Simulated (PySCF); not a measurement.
```xyz
16

P     2.8641    0.0854   -0.4635
Si    0.9808    0.3625    0.7488
C    -0.0847   -1.2426    0.7361
C    -1.1346   -0.9549   -0.3333
C    -1.5766    0.4995   -0.1933
C    -0.3343    1.3838   -0.2237
H     3.5815   -0.4841    0.5739
H     3.3562    1.3502   -0.1907
H     0.4934   -2.1351    0.5003
H    -0.5703   -1.4140    1.6965
H    -1.9879   -1.6309   -0.2449
H    -0.6941   -1.0974   -1.3233
H    -2.2773    0.7714   -0.9856
H    -2.0880    0.6252    0.7639
H    -0.5444    2.3721    0.1793
H     0.0086    1.5177   -1.2518
```

Geometry: GFN2-xTB.

These are results of UKS B3LYP, pcH-1 on C H P Si, non-relativistic, mean-field spin-orbit, GIAO (PySCF 2.14.0, density-fitted response routines), not measurements.

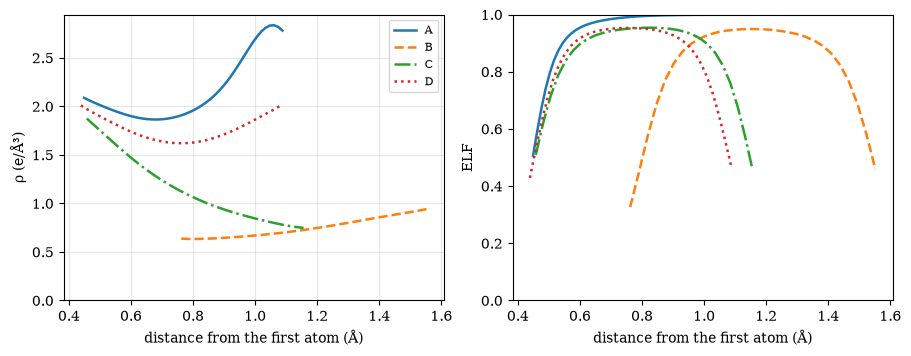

C$_{4}$H$_{10}$PSi (SMILES P[Si]1CCCC1) (doublet). Total electron density and ELF along straight lines between neighbouring atoms. The curves leave out the atomic cores.

> Which curve belongs to which contact (C–C, C–H, C–Si and Si–P)? The first atom named is at distance zero.

Curve A: C–H (1.09 Å): the density is about 2 e/Å³ at the midpoint; the ELF climbs to about 1 towards the hydrogen, as it does in any bond to H (an ordinary covalent bond to hydrogen). Curve B: Si–P (2.26 Å): the density is about 0.71 e/Å³ at the midpoint, with its minimum of 0.63 e/Å³ about 0.8 Å from Si; the ELF peaks at about 0.95 between the atoms, as expected for localised, covalent bonding. Curve C: C–Si (1.93 Å): ρ is about 0.88 e/Å³ halfway; the ELF peaks at about 0.95 between the atoms: a covalent bond. Curve D: C–C (1.53 Å): the density is about 1.6 e/Å³ at the midpoint; the ELF peaks at about 0.95 between the atoms, as expected for localised, covalent bonding.
